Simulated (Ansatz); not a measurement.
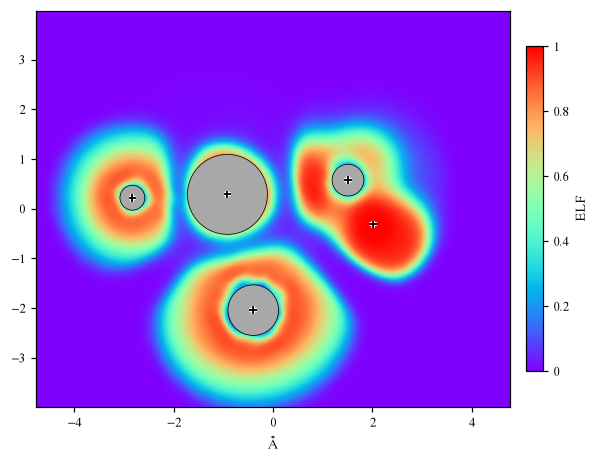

The electron localisation function on a plane through atoms (crosses mark nuclei in the plane; grey discs cover the cores).

Theory: RKS r2SCAN-D4/def2-SVP in Ansatz.

Candidates:
A. ClF3H3HfN
B. AlBH4O2···HF

Question: Which candidate gave the map?

Answer: Candidate A: ClF3H3HfN on the plane of atoms Hf1, N6 and H9, which holds Hf, Cl, F, N and H. Hf–F (1.91 Å): the ELF peaks at about 0.85 in the valence shell of F, 0.5 Å from its nucleus, and drops to about 0.20 between the two atoms. Hf–Cl (2.39 Å): the ELF peaks at about 0.85 in the valence shell of Cl, 0.8 Å from its nucleus, and is about 0.35 at the midpoint.
